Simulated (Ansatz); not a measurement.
Run report: CH6BOS (charge +1), phonon calculation

System: CH6BOS, charge +1, SMILES BO[SH+]C.
Method: RKS r2SCAN-D4/def2-SVP (Ansatz 0.2.0).

It belongs to a series of runs on one base structure; here: vibrations at the highest image of the band.

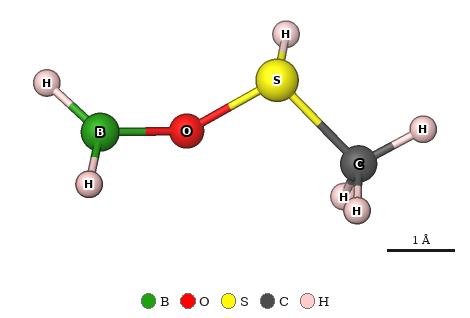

Figure 1. The structure as given in the input (ball-and-stick view, seen at a tilt).

Results in brief:

- outcome: converged
- total energy: −14675.5466 eV
- mean-field energy: −14675.5111 eV
- largest force (length of the vector): 0.015 eV/Å
- hardware: 2 threads of Arm Neoverse V1, 24 GiB of memory available, shared host
- wall time: 85 s (CPU time 2.7 min)
- peak memory: 0.14 GiB

Input:
```yaml
crystal:
  periodic: [false, false, false]
  atoms:
    - { symbol: B, position_ang: [-1.128803, 1.911925, 0.426806] }
    - { symbol: O, position_ang: [-0.375747, 0.824977, -0.122845] }
    - { symbol: S, position_ang: [0.89292, -0.015086, 0.316159] }
    - { symbol: C, position_ang: [0.472474, -1.670067, -0.219828] }
    - { symbol: H, position_ang: [-0.799386, 3.006288, 0.068812] }
    - { symbol: H, position_ang: [-2.039458, 1.61484, 1.145743] }
    - { symbol: H, position_ang: [1.760328, 0.286946, -0.705028] }
    - { symbol: H, position_ang: [-0.291227, -2.049265, 0.473605] }
    - { symbol: H, position_ang: [1.396026, -2.265592, -0.125691] }
    - { symbol: H, position_ang: [0.112862, -1.644976, -1.25773] }
total_charge: 1
basis:
  gaussian: { orbitals: def2-SVP }
hamiltonian:
  xc: r2scan
  dispersion: d4
phonons: {}
```

Run as:
```bash
ansatz run input.yaml --threads 2 --pin off --max-ram 3072MiB --backend cpu --events-out ev --progress --plain --runs-dir out
```

What the program printed:
```
Engine: ansatz 0.2.0, aarch64-unknown-linux-gnu
Functional definition: r2SCAN
  parameter k0 = 0.174
  parameter k1 = 0.065
  parameter a1 = 4.9479
  exchange = r2scan_x(k0 = k0, k1 = k1, a1 = a1)
  correlation = r2scan_c
1008 factors; their error is unknown
mean field evaluation 1: about -14662.5546 eV, gradient 8.0e1 eV
mean field evaluation 2: about -14600.1433 eV, gradient 1.8e2 eV
mean field evaluation 4: about -14674.9395 eV, gradient 1.6e1 eV
mean field evaluation 8: about -14675.5529 eV, gradient 1.7e-1 eV
mean field evaluation 16: about -14675.5111 eV, gradient 1.0e-4 eV
mean field -14675.51111969 eV, -539.3150862300 hartree, gradient 1.8e-5 eV, S^2 0.000000; 0 other end points of the search recorded, 0 dependent functions left out
the calculation of the forces begins
reference -14675.51112983 eV, -539.3150866024 hartree; 20, 20 occupied and 70, 70 virtual orbitals, 1008 factors
these checks for a lower state are left out or cut short: stability, starts, cluster_reference, orbital_swaps, neighbouring_geometries, increment
1008 factors; their error is unknown
mean field -14675.51102555 eV, -539.3150827705 hartree, gradient 1.5e-6 eV, S^2 0.000000; 0 other end points of the search recorded, 0 dependent functions left out
[... from here on the field's lines of each further geometry are left out, up to the last ...]
the calculation of the forces begins
reference -14675.51103373 eV, -539.3150830711 hartree; 20, 20 occupied and 70, 70 virtual orbitals, 1008 factors
these checks for a lower state are left out or cut short: stability, starts, cluster_reference, orbital_swaps, neighbouring_geometries, increment
1008 factors; their error is unknown
mean field -14675.51102206 eV, -539.3150826419 hartree, gradient 1.1e-6 eV, S^2 0.000000; 0 other end points of the search recorded, 0 dependent functions left out
the calculation of the forces begins
reference -14675.51103219 eV, -539.3150830144 hartree; 20, 20 occupied and 70, 70 virtual orbitals, 1008 factors
WARN: phonons: modes at or below zero, which the zero-point energy, F, S and C_V leave out: 1, the lowest at -373.57 cm⁻¹. A minimum has none, and a first-order saddle one
Total energy: -14675.54662925 eV, -539.3163911823 hartree
Atom 0 at    -1.128803     1.911925     0.426806 Å, force     0.002973     0.012516     0.003294 eV/Å
Atom 1 at    -0.375747     0.824977    -0.122845 Å, force     0.012725    -0.006214     0.004987 eV/Å
Atom 2 at     0.892920    -0.015086     0.316159 Å, force    -0.008003     0.010330    -0.002863 eV/Å
Atom 3 at     0.472474    -1.670067    -0.219828 Å, force     0.000047     0.000636    -0.001923 eV/Å
Atom 4 at    -0.799386     3.006288     0.068812 Å, force    -0.000072     0.001975     0.002874 eV/Å
Atom 5 at    -2.039458     1.614840     1.145743 Å, force    -0.004187    -0.012592    -0.006675 eV/Å
Atom 6 at     1.760328     0.286946    -0.705028 Å, force    -0.002572    -0.005763    -0.003614 eV/Å
Atom 7 at    -0.291227    -2.049265     0.473605 Å, force     0.000454     0.001949     0.002545 eV/Å
Atom 8 at     1.396026    -2.265592    -0.125691 Å, force     0.000155    -0.000839     0.000758 eV/Å
Atom 9 at     0.112862    -1.644976    -1.257730 Å, force    -0.001520    -0.001997     0.000617 eV/Å
Dipole moment:     0.389949    -0.346603    -0.091490 e Å
Vibrations: -373.57 72.85 148.50 222.09 282.68 673.36 751.32 792.52 941.99 977.94 1001.81 1053.74 1099.38 1199.66 1238.95 1319.13 1406.45 1426.36 2520.11 2633.76 2791.32 3044.13 3175.85 3207.51 cm⁻¹, zero-point energy 1.982594 eV
```

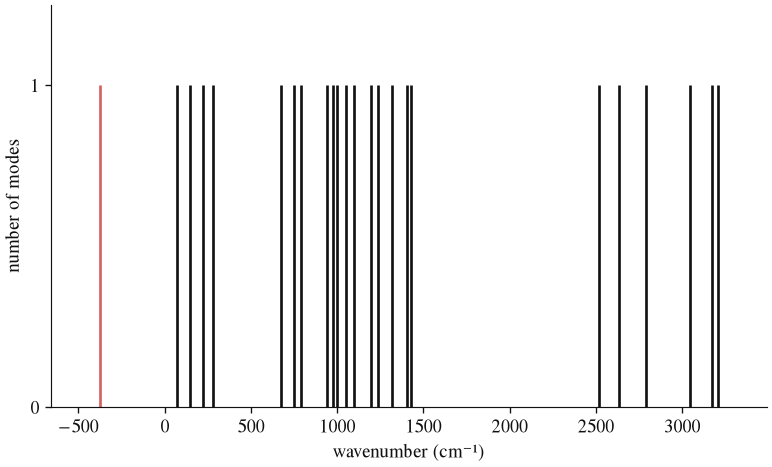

Figure 2. Harmonic vibrational wavenumbers from the force constants; neighbouring modes closer than 16 cm⁻¹ are counted in one stick, and imaginary ones are drawn at negative wavenumbers. 24 modes from 374i to 3208 cm⁻¹, 1 imaginary beyond 8i (374i cm⁻¹): a first-order saddle point, if the geometry is stationary.
